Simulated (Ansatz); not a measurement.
A series of calculations on BSiH₄OCl

Part 1: Relaxation

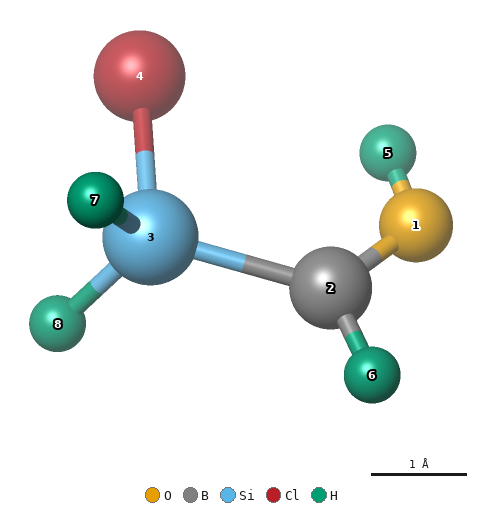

Starting structure of BSiH4OCl. A ball-and-stick model, seen from a free direction.

The run prepares an end point of a later path (hydrogen shift) calculation, from a guessed geometry.

Theory: Ansatz, RKS B3LYP-D4/def2-SVP.

The input:
```yaml
crystal:
  periodic: [false, false, false]
  atoms:
    - { symbol: O, position_ang: [-0.90508, 1.59952, -0.45205] }
    - { symbol: B, position_ang: [0.12212, 1.07168, 0.19848] }
    - { symbol: Si, position_ang: [0.46224, -0.878, 0.21798] }
    - { symbol: Cl, position_ang: [-1.08882, -1.71681, -0.84991] }
    - { symbol: H, position_ang: [-1.49539, 1.0014, -0.92226] }
    - { symbol: H, position_ang: [0.79621, 1.86422, 0.74949] }
    - { symbol: H, position_ang: [0.43618, -1.57225, 1.51165] }
    - { symbol: H, position_ang: [1.67254, -1.36976, -0.45339] }
basis:
  gaussian: { orbitals: def2-SVP }
hamiltonian:
  xc: b3lyp
  dispersion: d4
relax:
  f_tol: 0.02
  max_steps: 50
output:
  orbitals: {}
```

Command:
```bash
ansatz run input.yaml --threads 2 --pin off --max-ram 3072MiB --backend cpu --events-out ev --progress --plain --runs-dir out
```

Where does the relaxation end?

The atom that moves furthest after the best rigid fit is H5 (0.16 Å). Largest moves by element: H 0.16 Å, Cl 0.14 Å, O 0.05 Å, B 0.04 Å, Si 0.03 Å. Near-neighbour distances that change, for instance: Si3–Cl4 2.061 → 2.120 Å, B2–Si3 1.979 → 2.038 Å, B2–H6 1.177 → 1.209 Å, Si3–H7 1.468 → 1.491 Å. Bond angles that change, for instance: B2–O1–H5 117.9° → 112.8°, O1–B2–Si3 122.0° → 117.8°, O1–B2–H6 113.9° → 117.3°. Over 6 accepted moves (7 points after the start) the energy falls by 0.143 eV. The largest force component goes from 0.9 to 0.011 eV/Å. The line search rejected the trial step at point 5 of the run. The run took 27 s on 2 threads of Arm Neoverse N1, on a shared host, peak memory 0.16 GiB.

History of the run:

```json
{"step": "0", "E − E(0), eV": "0.0000", "largest force component, eV/Å": "0.9022", "note": ""}
{"step": "1", "E − E(0), eV": "-0.1113", "largest force component, eV/Å": "0.4536", "note": ""}
{"step": "2", "E − E(0), eV": "-0.1347", "largest force component, eV/Å": "0.2083", "note": ""}
{"step": "3", "E − E(0), eV": "-0.1399", "largest force component, eV/Å": "0.1142", "note": ""}
{"step": "4", "E − E(0), eV": "-0.1420", "largest force component, eV/Å": "0.0660", "note": ""}
{"step": "5", "E − E(0), eV": "-0.1417", "largest force component, eV/Å": "0.0762", "note": "rejected"}
{"step": "6", "E − E(0), eV": "-0.1429", "largest force component, eV/Å": "0.0230", "note": ""}
{"step": "7", "E − E(0), eV": "-0.1430", "largest force component, eV/Å": "0.0112", "note": ""}
```

Final geometry:

```xyz
8

O    -0.9354    1.5654   -0.4561
B     0.1393    1.1056    0.2037
Si    0.4624   -0.9062    0.2116
Cl   -1.1704   -1.6331   -0.9288
H    -1.4572    0.8542   -0.8708
H     0.8446    1.9214    0.7498
H     0.4007   -1.5559    1.5524
H     1.7162   -1.3514   -0.4619
```

After the run, drawn alike:

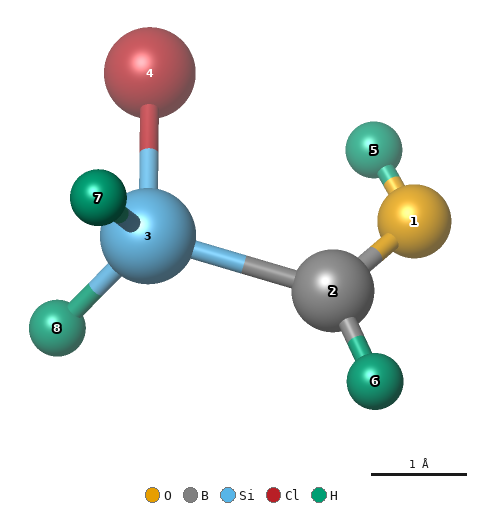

Part 2: Relaxation

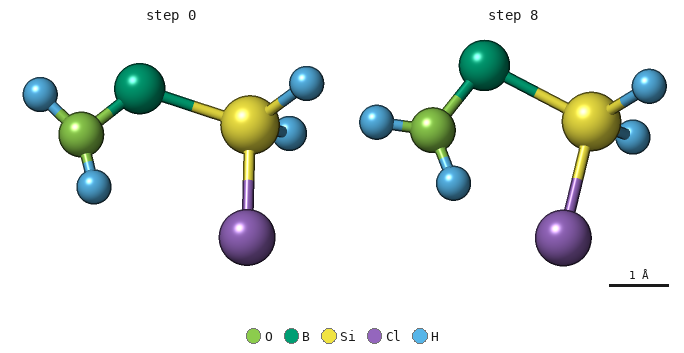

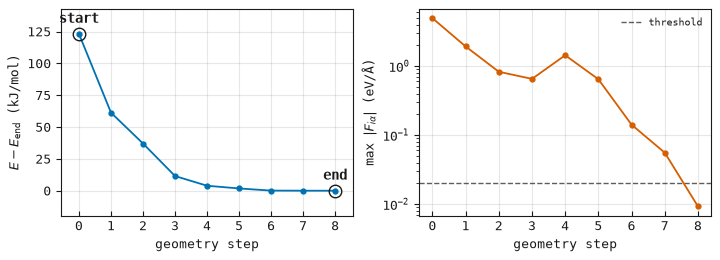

First and last geometry of a relaxation of BSiH$_{4}$OCl, with the history of the run. A ball-and-stick model, seen at a tilt.

The run prepares an end point of a later path (hydrogen shift) calculation, from a guessed geometry.

The calculation used RKS B3LYP-D4/def2-SVP (Ansatz).

Input file:
```yaml
crystal:
  periodic: [false, false, false]
  atoms:
    - { symbol: O, position_ang: [-0.90508, 1.59952, -0.45205] }
    - { symbol: B, position_ang: [0.12212, 1.07168, 0.19848] }
    - { symbol: Si, position_ang: [0.46224, -0.878, 0.21798] }
    - { symbol: Cl, position_ang: [-1.08882, -1.71681, -0.84991] }
    - { symbol: H, position_ang: [-1.49539, 1.0014, -0.92226] }
    - { symbol: H, position_ang: [-0.68491, 2.53135, -0.20041] }
    - { symbol: H, position_ang: [0.43618, -1.57225, 1.51165] }
    - { symbol: H, position_ang: [1.67254, -1.36976, -0.45339] }
basis:
  gaussian: { orbitals: def2-SVP }
hamiltonian:
  xc: b3lyp
  dispersion: d4
relax:
  f_tol: 0.02
  max_steps: 50
```

Command:
```bash
ansatz run input.yaml --threads 2 --pin off --max-ram 3072MiB --backend cpu --events-out ev --progress --plain --runs-dir out
```

Did the run converge, and what did it change?

Answer. It converged. The energy falls by 123.2 kJ/mol in 8 geometry steps. Largest force component: 5 eV/Å at the start, 0.0093 eV/Å at the end. H6 moves most after the best rigid fit: 0.52 Å. Largest moves by element: H 0.52 Å, Cl 0.44 Å, B 0.44 Å, O 0.18 Å, Si 0.07 Å. Among the contacts that change: O1–B2 1.325 → 1.508 Å, Si3–Cl4 2.061 → 2.205 Å, B2–Si3 1.979 → 2.064 Å, O1–H5 0.963 → 1.018 Å. Among the angles between lasting bonds that change: H5–O1–H6 147.7° → 116.5°, B2–O1–H6 94.5° → 119.8°, O1–B2–Si3 122.0° → 98.8°. Cost: 31 s on 2 threads of Arm Neoverse N1, with other jobs on the host, peak memory 0.16 GiB.

```tsv
step	E − E(0), kJ/mol	largest force component, eV/Å
0	0.00	4.9554
1	-61.90	1.9284
2	-86.14	0.8287
3	-111.68	0.6535
4	-119.30	1.4377
5	-121.42	0.6449
6	-123.11	0.1417
7	-123.19	0.0556
8	-123.22	0.0093
```

Part 3: Path

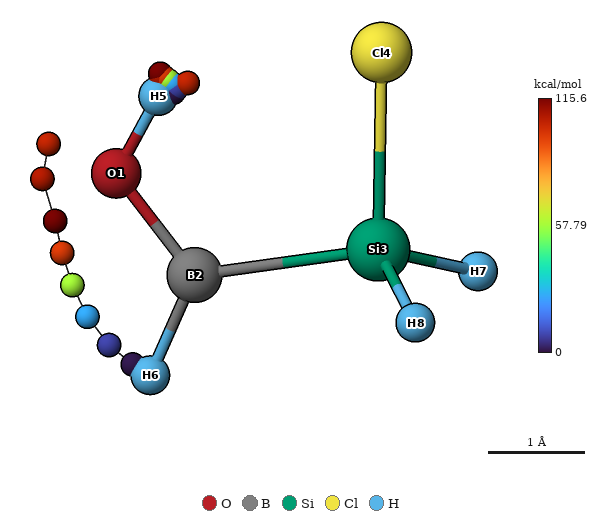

NEB run on BSiH$_{4}$OCl. Images are numbered from 0 (start) to 8 (end). The start is drawn whole; smaller spheres mark the moving atoms (H) in the later images, joined by lines and coloured by the energy of the image relative to the start. The picture is a ball-and-stick view, seen at a tilt.

Method: RKS B3LYP-D4/def2-SVP in Ansatz 0.2.0. Run with 7 movable images; climbing image; force threshold 0.03 eV/Å; iteration limit 60; starting path through a guess of the saddle point.

What moves, how far, and at what cost in energy?

Answer. A hydrogen atom shifts from one atom to another. Breaking: B2–H6 (1.21 → 1.63 at the top → 2.16 Å). Forming: O1–H6 (2.18 → 1.06 at the top → 0.97 Å). The energy climbs by 115.6 kcal/mol to image 6 and then falls by 12.1 kcal/mol, so the end point sits at +103.5 kcal/mol. The band converged in 11 iterations. The largest component of the band force went from 6.1 to 0.015 eV/Å. The climbing image converged on the top of the path. Its vibrational analysis gives 2 imaginary modes over 30i cm⁻¹, so it isn't confirmed as a transition state.

Cost: 3.7 min on 2 threads of Arm Neoverse N1, with other jobs on the host, peak memory 0.16 GiB.
